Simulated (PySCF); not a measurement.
**C₂H₆O₃Si: electronic excitations at several levels of theory**

How much do the electronic excitations of C₂H₆O₃Si (`O=CCO[SiH2]O`) depend on the level of theory, and what does each level cost?

Programs: PySCF 2.14.0, with density-fitted response routines of our own. Each step states its level of theory. These are calculated values for one molecule in the gas phase, unless marked as measured. Atoms are numbered from 0 throughout.

### 1 The molecule as given

12 atoms, charge 0, multiplicity 1; geometry from: GFN2-xTB. The atoms were then displaced at random by about 0.01 Å, so the start is not that level's minimum.

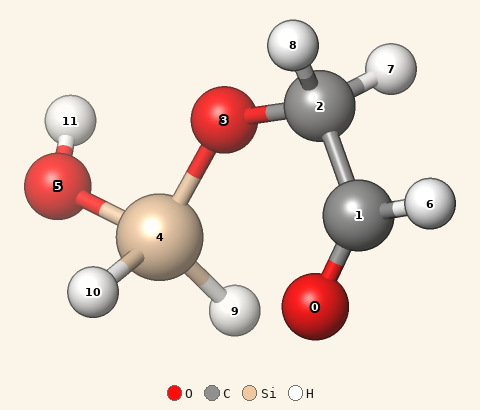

The starting geometry (oxygen red, carbon grey, silicon light orange, hydrogen white), atoms numbered; sticks join atoms by distance.

### 2 Relaxing the molecule at PBE0-D3(BJ)/def2-SVP

What the job is given:

```
{"job": {"xc": "PBE0", "basis": "def2-SVP", "d3": "d3bj", "grid": 1, "shake": 0.01, "kind": "geom"}, "charge": 0, "multiplicity": 1}
O     -1.021580     1.594950    -0.224250
C     -1.707080     0.645810     0.002880
C     -1.154170    -0.720680     0.227770
O      0.269560    -0.782390     0.174970
Si     1.323740     0.394710    -0.164040
O      2.730650    -0.377560     0.044440
H     -2.794560     0.688060     0.068500
H     -1.558380    -1.387310    -0.520880
H     -1.481220    -1.057570     1.243040
H      1.196220     0.834970    -1.531230
H      1.407710     1.435810     0.865760
H      2.828800    -1.297060    -0.196000
```

Started as:

```
$ OMP_NUM_THREADS=1 python probes_run.py task.json out
```

The driver reads the jobs from task.json and runs them one after another.

Standard output:

```text
step   0  E = -594.26048558  max force = 0.063672
step   1  E = -594.26990273  max force = 0.006840
step   2  E = -594.27031572  max force = 0.005733
step   3  E = -594.27047631  max force = 0.005331
step   4  E = -594.27047275  max force = 0.003766
step   5  E = -594.27069227  max force = 0.001015
step   6  E = -594.27074467  max force = 0.000690
step   7  E = -594.27077902  max force = 0.000449
step   8  E = -594.27084273  max force = 0.001571
step   9  E = -594.27086592  max force = 0.001401
step  10  E = -594.27087938  max force = 0.000945
step  11  E = -594.27087845  max force = 0.000325
optimisation converged
```

Wall time 70 s (1 thread of Arm Neoverse V1, shared host); peak memory 0.48 GiB.

Along the way:

```csv
step,energy from step 0 (eV),largest force component (eV/Å)
0,0.0000,3.2741
1,-0.2563,0.3517
2,-0.2675,0.2948
3,-0.2719,0.2741
4,-0.2718,0.1937
5,-0.2777,0.0522
6,-0.2792,0.0355
7,-0.2801,0.0231
8,-0.2818,0.0808
9,-0.2825,0.0720
10,-0.2828,0.0486
11,-0.2828,0.0167
```

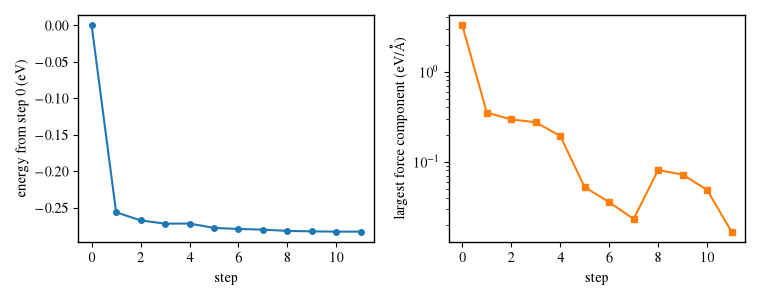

Energy and force, step by step.

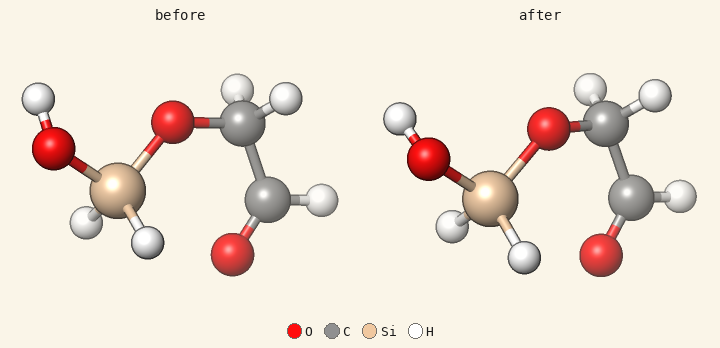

Before and after, at one scale.

Close pairs (by a distance rule), those that changed most:

| bond | before (Å) | after (Å) | change (Å) |
| --- | --- | --- | --- |
| O3–Si4 | 1.616 | 1.683 | +0.067 |
| C2–O3 | 1.426 | 1.372 | -0.054 |
| Si4–H9 | 1.442 | 1.492 | +0.050 |
| Si4–O5 | 1.618 | 1.660 | +0.042 |
| C2–H7 | 1.081 | 1.112 | +0.031 |
| C1–H6 | 1.090 | 1.118 | +0.028 |
| Si4–H10 | 1.467 | 1.480 | +0.013 |
| O0–C1 | 1.193 | 1.203 | +0.011 |

The next job starts from the end point, and lists it.

```csv
at the end point,value
point group (found at 0.08 Å tolerance),C1
"rotational constants (GHz, main isotopes)","6.821, 1.819, 1.481"
dipole moment (D),3.81
```

### 3 TDDFT and polarisability: PBE0/def2-SVP

What the job is given:

```
{"job": {"kind": "uv", "xc": "PBE0", "basis": "def2-SVP"}, "charge": 0, "multiplicity": 1}
O     -1.129687     1.518808    -0.335558
C     -1.769704     0.508829    -0.201187
C     -1.132324    -0.803060     0.149614
O      0.216090    -0.719290     0.391150
Si     1.347307     0.481363     0.058706
O      2.801940    -0.232221     0.419737
H     -2.879086     0.496423    -0.341334
H     -1.369555    -1.502823    -0.681805
H     -1.669890    -1.209095     1.030858
H      1.304571     0.834416    -1.389881
H      1.289205     1.637694     0.980611
H      3.030704    -1.015251    -0.088621
```

Level: TDDFT PBE0/def2-SVP, vertical, gas phase, core orbitals frozen in the response.

Standard output:

```text
coarse grid: 10776 points
cycle   1  E = -593.9301528166  dE =  8.368e-01  |g| = 1.110e+00  |ddm| = 3.482e+00
cycle   2  E = -593.3611767694  dE =  5.690e-01  |g| = 2.028e+00  |ddm| = 2.830e+00
cycle   3  E = -594.1568070899  dE = -7.956e-01  |g| = 2.470e-01  |ddm| = 2.100e+00
cycle   4  E = -594.1669542621  dE = -1.015e-02  |g| = 1.069e-01  |ddm| = 2.745e-01
cycle   5  E = -594.1690909530  dE = -2.137e-03  |g| = 1.195e-02  |ddm| = 9.720e-02
cycle   6  E = -594.1691221886  dE = -3.124e-05  |g| = 4.329e-03  |ddm| = 1.457e-02
cycle   7  E = -594.1691260141  dE = -3.825e-06  |g| = 1.159e-03  |ddm| = 4.785e-03
final grid: 100200 points
cycle   8  E = -594.2628307293  dE = -3.146e-06  |g| = 1.221e-02  |ddm| = 1.930e-02
cycle   9  E = -594.2627614391  dE =  6.929e-05  |g| = 2.261e-02  |ddm| = 2.566e-02
cycle  10  E = -594.2628580908  dE = -9.665e-05  |g| = 2.144e-03  |ddm| = 1.803e-02
cycle  11  E = -594.2628589814  dE = -8.906e-07  |g| = 2.081e-04  |ddm| = 1.845e-03
cycle  12  E = -594.2628589895  dE = -8.116e-09  |g| = 9.233e-05  |ddm| = 3.139e-04
cycle  13  E = -594.2628589914  dE = -1.900e-09  |g| = 2.059e-05  |ddm| = 1.070e-04
cycle  14  E = -594.2628589915  dE = -8.595e-11  |g| = 8.592e-06  |ddm| = 2.484e-05
converged SCF energy = -594.2628589915

Static polarisability (au): isotropic 50.782, principal 41.475 49.303 61.569

Singlet excitations
state   eV       nm        f      main configurations
  1   4.5646    271.6   0.00004   H->L 0.94
  2   5.7598    215.3   0.01353   H-1->L 0.97
  3   6.7822    182.8   0.00785   H-2->L 0.76, H-3->L 0.10
  4   6.9294    178.9   0.00338   H-4->L 0.58, H-3->L 0.19, H-2->L 0.19
  5   7.4513    166.4   0.00620   H-3->L 0.67, H-4->L 0.30
  6   8.1921    151.3   0.01529   H-1->L+1 0.78, H-1->L+3 0.12
  7   8.2983    149.4   0.01929   H-5->L 0.46, H->L+1 0.41
  8   8.3211    149.0   0.02407   H-5->L 0.45, H->L+1 0.42
  9   8.4143    147.3   0.00391   H-1->L+2 0.74
 10   8.7040    142.4   0.14142   H->L+2 0.38, H-2->L+1 0.15, H->L+3 0.12

Triplet excitations (Tamm-Dancoff, eV): 3.9265 5.3853 6.3677 6.6198
```

Wall time 15 s (1 thread of Arm Neoverse V1, shared host); peak memory 0.6 GiB.

The orbitals next to the gap, with their largest atomic shares:

```
orbital     eV                        atoms
 HOMO−3  -9.41   O5 54 %, O3 16 %, Si4 10 %
 HOMO−2  -8.84    O5 62 %, O3 17 %, Si4 6 %
 HOMO−1  -8.00   O3 36 %, H9 18 %, Si4 14 %
   HOMO  -7.95    O0 46 %, C2 11 %, O3 10 %
   LUMO  -1.08             C1 56 %, O0 33 %
 LUMO+1   1.62  Si4 22 %, H7 17 %, H11 13 %
 LUMO+2   1.93   Si4 35 %, H11 28 %, O5 9 %
```

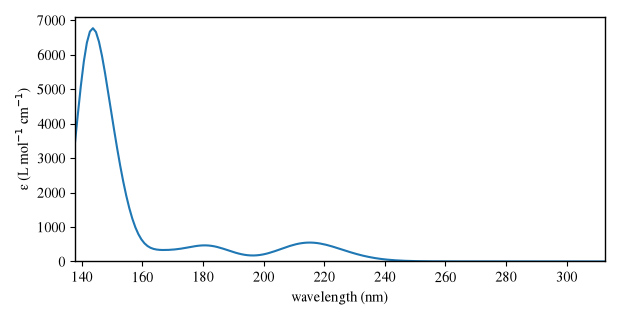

Absorption spectrum: each of the 10 states is a Gaussian band of 0.4 eV half-width at 1/e. Beyond the last state computed it falls off for lack of states.

Further results of this job:

| property | computed |
| --- | --- |
| dipole moment (D) | 3.81 |
| polarisability (Å³) | 7.53 |
| HOMO–LUMO gap (eV) | 6.87 |
| −ε(HOMO) (eV) | 7.95 |

### 4 TDDFT and polarisability: PBE0/def2-TZVP

Settings changed since step 3:

```diff
@@ -1,2 +1,2 @@
-{"job": {"kind": "uv", "xc": "PBE0", "basis": "def2-SVP"}, "charge": 0, "multiplicity": 1}
+{"job": {"kind": "uv", "xc": "PBE0", "basis": "def2-TZVP"}, "charge": 0, "multiplicity": 1}
 O     -1.129687     1.518808    -0.335558
```

With the program's defaults for keys left out, this is: TDDFT PBE0/def2-TZVP, vertical, gas phase, core orbitals frozen in the response.

Standard output:

```text
coarse grid: 10776 points
cycle   1  E = -594.4914072590  dE =  8.561e-01  |g| = 1.164e+00  |ddm| = 2.610e+00
cycle   2  E = -593.8484879517  dE =  6.429e-01  |g| = 2.180e+00  |ddm| = 2.739e+00
cycle   3  E = -594.7246216177  dE = -8.761e-01  |g| = 2.474e-01  |ddm| = 2.210e+00
cycle   4  E = -594.7332180211  dE = -8.596e-03  |g| = 1.302e-01  |ddm| = 2.164e-01
cycle   5  E = -594.7361398828  dE = -2.922e-03  |g| = 1.569e-02  |ddm| = 9.598e-02
cycle   6  E = -594.7361874695  dE = -4.759e-05  |g| = 4.929e-03  |ddm| = 1.416e-02
cycle   7  E = -594.7361922482  dE = -4.779e-06  |g| = 1.304e-03  |ddm| = 5.417e-03
final grid: 100200 points
cycle   8  E = -594.7316287674  dE = -2.852e-05  |g| = 1.282e-02  |ddm| = 3.389e-02
cycle   9  E = -594.7315563251  dE =  7.244e-05  |g| = 2.378e-02  |ddm| = 1.873e-02
cycle  10  E = -594.7316557383  dE = -9.941e-05  |g| = 2.298e-03  |ddm| = 1.436e-02
cycle  11  E = -594.7316566742  dE = -9.359e-07  |g| = 4.214e-04  |ddm| = 1.779e-03
cycle  12  E = -594.7316567004  dE = -2.618e-08  |g| = 1.515e-04  |ddm| = 3.376e-04
cycle  13  E = -594.7316567054  dE = -5.024e-09  |g| = 2.774e-05  |ddm| = 1.332e-04
cycle  14  E = -594.7316567055  dE = -1.401e-10  |g| = 1.147e-05  |ddm| = 2.552e-05
converged SCF energy = -594.7316567055

Static polarisability (au): isotropic 57.889, principal 47.379 56.503 69.786

Singlet excitations
state   eV       nm        f      main configurations
  1   4.5396    273.1   0.00006   H->L 0.95
  2   5.7821    214.4   0.01279   H-1->L 0.98
  3   6.8725    180.4   0.00608   H-2->L 0.53, H-3->L 0.26, H-4->L 0.15
  4   6.9759    177.7   0.00708   H-2->L 0.42, H-4->L 0.39, H-3->L 0.16
  5   7.5451    164.3   0.00562   H-3->L 0.53, H-4->L 0.42
  6   7.5961    163.2   0.01065   H-1->L+1 0.85
  7   7.6726    161.6   0.01064   H->L+1 0.85
  8   7.9585    155.8   0.00422   H-1->L+2 0.80
  9   8.1943    151.3   0.14186   H->L+2 0.74
 10   8.2811    149.7   0.14255   H->L+3 0.92

Triplet excitations (Tamm-Dancoff, eV): 3.9286 5.4103 6.3686 6.6566
```

It took 48 s on 1 thread of Arm Neoverse V1, shared host; peak memory 0.88 GiB.

This run: HOMO -8.03 eV, LUMO -1.21 eV; lowest singlet 4.54 eV.

### 5 Ultraviolet spectrum: PBE0/aug-cc-pVDZ

Settings changed since step 4:

```diff
@@ -1,2 +1,2 @@
-{"job": {"kind": "uv", "xc": "PBE0", "basis": "def2-TZVP"}, "charge": 0, "multiplicity": 1}
+{"job": {"kind": "uv", "xc": "PBE0", "basis": "aug-cc-pVDZ"}, "charge": 0, "multiplicity": 1}
 O     -1.129687     1.518808    -0.335558
```

Level: TDDFT PBE0/aug-cc-pVDZ, vertical, gas phase, core orbitals frozen in the response.

Standard output:

```text
coarse grid: 10776 points
cycle   1  E = -594.3855173304  dE =  9.003e-01  |g| = 1.095e+00  |ddm| = 7.871e+00
cycle   2  E = -593.7658575523  dE =  6.197e-01  |g| = 2.083e+00  |ddm| = 3.870e+00
cycle   3  E = -594.6083969620  dE = -8.425e-01  |g| = 2.174e-01  |ddm| = 2.560e+00
cycle   4  E = -594.6151808386  dE = -6.784e-03  |g| = 1.202e-01  |ddm| = 4.044e-01
cycle   5  E = -594.6178785374  dE = -2.698e-03  |g| = 1.321e-02  |ddm| = 1.706e-01
cycle   6  E = -594.6179185712  dE = -4.003e-05  |g| = 4.084e-03  |ddm| = 3.466e-02
cycle   7  E = -594.6179221327  dE = -3.561e-06  |g| = 1.004e-03  |ddm| = 7.206e-03
final grid: 100200 points
cycle   8  E = -594.6243520613  dE = -6.906e-06  |g| = 1.115e-02  |ddm| = 9.168e-02
cycle   9  E = -594.6242938834  dE =  5.818e-05  |g| = 2.074e-02  |ddm| = 3.919e-02
cycle  10  E = -594.6243750673  dE = -8.118e-05  |g| = 2.041e-03  |ddm| = 2.452e-02
cycle  11  E = -594.6243758999  dE = -8.326e-07  |g| = 2.811e-04  |ddm| = 2.766e-03
cycle  12  E = -594.6243759142  dE = -1.431e-08  |g| = 1.078e-04  |ddm| = 6.329e-04
cycle  13  E = -594.6243759167  dE = -2.521e-09  |g| = 2.253e-05  |ddm| = 2.081e-04
cycle  14  E = -594.6243759168  dE = -1.123e-10  |g| = 8.487e-06  |ddm| = 5.823e-05
converged SCF energy = -594.6243759168

Static polarisability (au): isotropic 62.580, principal 51.455 61.328 74.956

Singlet excitations
state   eV       nm        f      main configurations
  1   4.5016    275.4   0.00016   H->L 0.95
  2   5.6903    217.9   0.01145   H-1->L 0.98
  3   6.7267    184.3   0.05447   H->L+1 0.95
  4   6.8093    182.1   0.00541   H-2->L 0.56, H-3->L 0.25, H-4->L 0.12
  5   6.8253    181.7   0.01649   H-1->L+1 0.87
  6   6.9499    178.4   0.00627   H-2->L 0.38, H-4->L 0.38, H-3->L 0.21
  7   7.2270    171.6   0.01500   H-1->L+2 0.48, H->L+2 0.36
  8   7.2534    170.9   0.00728   H->L+2 0.52, H-1->L+2 0.35
  9   7.5189    164.9   0.00676   H-1->L+4 0.21, H-1->L+3 0.20, H-1->L+5 0.17
 10   7.5213    164.8   0.00933   H-3->L 0.35, H-4->L 0.34

Triplet excitations (Tamm-Dancoff, eV): 3.8972 5.3430 6.3571 6.5826
```

Wall time 34 s (1 thread of Arm Neoverse V1, shared host); peak memory 0.8 GiB.

Key values: HOMO -8.02 eV, LUMO -1.28 eV; lowest singlet 4.50 eV.

### 6 TDDFT and polarisability: PBE0/def2-TZVPD

Settings changed since step 5:

```diff
@@ -1,2 +1,2 @@
-{"job": {"kind": "uv", "xc": "PBE0", "basis": "aug-cc-pVDZ"}, "charge": 0, "multiplicity": 1}
+{"job": {"kind": "uv", "xc": "PBE0", "basis": "def2-TZVPD"}, "charge": 0, "multiplicity": 1}
 O     -1.129687     1.518808    -0.335558
```

Level: TDDFT PBE0/def2-TZVPD, vertical, gas phase, core orbitals frozen in the response.

Standard output:

```text
coarse grid: 10776 points
cycle   1  E = -594.4943418217  dE =  8.560e-01  |g| = 1.163e+00  |ddm| = 3.106e+00
cycle   2  E = -593.8302040861  dE =  6.641e-01  |g| = 2.202e+00  |ddm| = 2.163e+00
cycle   3  E = -594.7282454932  dE = -8.980e-01  |g| = 2.382e-01  |ddm| = 1.636e+00
cycle   4  E = -594.7357537774  dE = -7.508e-03  |g| = 1.355e-01  |ddm| = 2.131e-01
cycle   5  E = -594.7389318964  dE = -3.178e-03  |g| = 1.579e-02  |ddm| = 1.007e-01
cycle   6  E = -594.7389799458  dE = -4.805e-05  |g| = 4.614e-03  |ddm| = 1.914e-02
cycle   7  E = -594.7389842397  dE = -4.294e-06  |g| = 1.158e-03  |ddm| = 5.043e-03
final grid: 100200 points
cycle   8  E = -594.7344272103  dE = -3.094e-05  |g| = 1.274e-02  |ddm| = 1.324e-01
cycle   9  E = -594.7343555371  dE =  7.167e-05  |g| = 2.363e-02  |ddm| = 1.858e-02
cycle  10  E = -594.7344539587  dE = -9.842e-05  |g| = 2.314e-03  |ddm| = 1.293e-02
cycle  11  E = -594.7344549134  dE = -9.547e-07  |g| = 4.274e-04  |ddm| = 1.607e-03
cycle  12  E = -594.7344549400  dE = -2.658e-08  |g| = 1.600e-04  |ddm| = 4.289e-04
cycle  13  E = -594.7344549456  dE = -5.570e-09  |g| = 2.713e-05  |ddm| = 1.620e-04
cycle  14  E = -594.7344549457  dE = -1.357e-10  |g| = 1.083e-05  |ddm| = 3.980e-05
converged SCF energy = -594.7344549457

Static polarisability (au): isotropic 62.167, principal 51.223 60.975 74.303

Singlet excitations
state   eV       nm        f      main configurations
  1   4.5184    274.4   0.00013   H->L 0.95
  2   5.7454    215.8   0.01160   H-1->L 0.98
  3   6.8483    181.0   0.00615   H-2->L 0.51, H-3->L 0.27, H-4->L 0.15
  4   6.9463    178.5   0.01430   H-2->L 0.36, H-4->L 0.32, H-3->L 0.14
  5   6.9726    177.8   0.04255   H->L+1 0.78
  6   7.0385    176.2   0.01399   H-1->L+1 0.89
  7   7.4760    165.8   0.01203   H->L+2 0.37, H-1->L+2 0.35
  8   7.5141    165.0   0.00618   H-1->L+2 0.44, H->L+2 0.27
  9   7.5304    164.6   0.01750   H-3->L 0.38, H-4->L 0.33, H->L+2 0.21
 10   7.7229    160.5   0.01161   H-1->L+3 0.80

Triplet excitations (Tamm-Dancoff, eV): 3.9147 5.3832 6.3566 6.6328
```

It took 73 s on 1 thread of Arm Neoverse V1, shared host; peak memory 1.1 GiB.

Key values: HOMO -8.07 eV, LUMO -1.29 eV; lowest singlet 4.52 eV.

### 7 Excited states and response: PBE0/6-31+G*

Settings changed since step 6:

```diff
@@ -1,2 +1,2 @@
-{"job": {"kind": "uv", "xc": "PBE0", "basis": "def2-TZVPD"}, "charge": 0, "multiplicity": 1}
+{"job": {"kind": "uv", "xc": "PBE0", "basis": "6-31+G*"}, "charge": 0, "multiplicity": 1}
 O     -1.129687     1.518808    -0.335558
```

Level: TDDFT PBE0/6-31+G*, vertical, gas phase, core orbitals frozen in the response.

Standard output:

```text
coarse grid: 10776 points
cycle   1  E = -594.4040202421  dE =  8.775e-01  |g| = 1.071e+00  |ddm| = 3.415e+00
cycle   2  E = -593.8212249344  dE =  5.828e-01  |g| = 2.025e+00  |ddm| = 2.948e+00
cycle   3  E = -594.6210487573  dE = -7.998e-01  |g| = 2.168e-01  |ddm| = 2.144e+00
cycle   4  E = -594.6280790841  dE = -7.030e-03  |g| = 1.135e-01  |ddm| = 2.790e-01
cycle   5  E = -594.6305102376  dE = -2.431e-03  |g| = 1.169e-02  |ddm| = 1.183e-01
cycle   6  E = -594.6305409179  dE = -3.068e-05  |g| = 3.886e-03  |ddm| = 1.781e-02
cycle   7  E = -594.6305442424  dE = -3.324e-06  |g| = 8.977e-04  |ddm| = 4.291e-03
final grid: 100200 points
cycle   8  E = -594.5689284125  dE = -2.613e-06  |g| = 1.127e-02  |ddm| = 2.949e-02
cycle   9  E = -594.5688674239  dE =  6.099e-05  |g| = 2.110e-02  |ddm| = 2.565e-02
cycle  10  E = -594.5689522396  dE = -8.482e-05  |g| = 2.002e-03  |ddm| = 1.823e-02
cycle  11  E = -594.5689530387  dE = -7.991e-07  |g| = 2.446e-04  |ddm| = 1.797e-03
cycle  12  E = -594.5689530496  dE = -1.095e-08  |g| = 9.407e-05  |ddm| = 3.350e-04
cycle  13  E = -594.5689530516  dE = -1.975e-09  |g| = 1.883e-05  |ddm| = 1.257e-04
cycle  14  E = -594.5689530517  dE = -7.799e-11  |g| = 8.076e-06  |ddm| = 3.029e-05
converged SCF energy = -594.5689530517

Static polarisability (au): isotropic 56.520, principal 46.064 55.649 67.847

Singlet excitations
state   eV       nm        f      main configurations
  1   4.5578    272.0   0.00009   H->L 0.95
  2   5.7700    214.9   0.01294   H-1->L 0.98
  3   6.8482    181.0   0.00710   H-2->L 0.65, H-3->L 0.19, H-4->L 0.10
  4   6.9561    178.2   0.00574   H-4->L 0.43, H-2->L 0.29, H-3->L 0.23
  5   7.0428    176.0   0.05893   H->L+1 0.89
  6   7.0800    175.1   0.01423   H-1->L+1 0.85
  7   7.5023    165.3   0.00988   H->L+2 0.40, H-1->L+2 0.21, H-3->L 0.13
  8   7.5353    164.5   0.01361   H-1->L+2 0.34, H-3->L 0.29, H-4->L 0.24
  9   7.5422    164.4   0.02300   H->L+2 0.45, H-1->L+2 0.21, H-3->L 0.11
 10   7.7037    160.9   0.00961   H-1->L+3 0.82

Triplet excitations (Tamm-Dancoff, eV): 3.9590 5.4127 6.3707 6.6557
```

Wall time 20 s (1 thread of Arm Neoverse V1, shared host); peak memory 0.65 GiB.

This run: HOMO -8.10 eV, LUMO -1.28 eV; lowest singlet 4.56 eV.

### 8 Comparing the runs: electronic excitations

Excitations and ground-state properties, with basis size and wall time:

```csv
run,lowest singlet (eV),brightest (eV),f,gap (eV),α (Å³),μ (D),functions,time
PBE0/def2-SVP,4.56,8.70,0.141,6.87,7.53,3.81,118,15 s
PBE0/def2-TZVP,4.54,8.28,0.143,6.82,8.58,3.82,228,48 s
PBE0/aug-cc-pVDZ,4.50,6.73,0.054,6.74,9.27,3.76,196,34 s
PBE0/def2-TZVPD,4.52,6.97,0.043,6.78,9.21,3.81,291,73 s
PBE0/6-31+G*,4.56,7.04,0.059,6.82,8.38,4.03,124,20 s
```

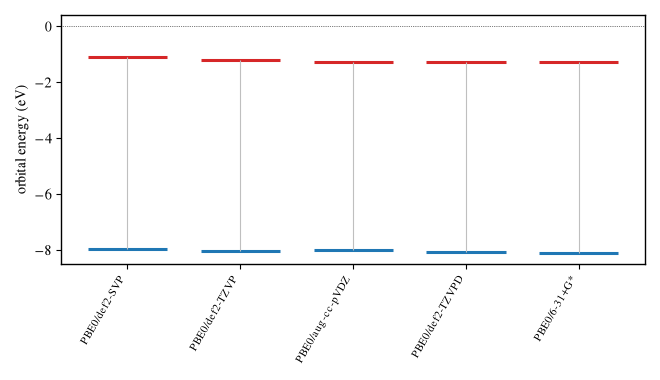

HOMO (blue) and LUMO (red) run by run.

### 9 Summary of results

| quantity | value |
| --- | --- |
| point group | C1 |
| rotational constants (main isotopes) | 6.82, 1.82, 1.48 GHz |
| lowest singlet (PBE0/def2-SVP) | 4.56 eV (272 nm), f = 0.000 |
| brightest single state of those computed | state 10, 8.70 eV, f = 0.141 |
| lowest triplet | 3.93 eV |
| range of the lowest singlet | 4.50 to 4.56 eV |

**Reading.** Single values in the summary come from the first sound run of each kind (PBE0/def2-SVP), which need not be the best level. The start of the PBE0/def2-SVP relaxation was shaken at random by about 0.01 Å, so part of the energy gained, and of the first lengths quoted, undoes that. The optimisation took 11 steps and gained 0.283 eV; among the close pairs (by a distance rule), O3–Si4 changed most, from 1.616 to 1.683 Å. The lowest singlet, at 4.56 eV, is HOMO→LUMO 0.94 and is dark; of the 10 states computed, the strongest absorption comes from state 10 at 8.70 eV (the last computed, so partners may be missing). The lowest triplet lies 0.64 eV below the lowest singlet (triplets in Tamm-Dancoff, singlets in full TDDFT). At PBE0/def2-SVP, states above −ε(HOMO) (7.95 eV) lie where TDDFT describes them poorly and they hang on the basis; the brightest is among them. The basis of PBE0/def2-SVP has no diffuse functions, so Rydberg states are missing and the high states are unreliable. The lowest singlet runs from 4.50 eV (PBE0/aug-cc-pVDZ) to 4.56 eV (PBE0/def2-SVP), while the orbital gap spans 6.74 to 6.87 eV. The lowest state need not be the same one in every run. The runs solved for a few states only, so the brightest column depends on that window.
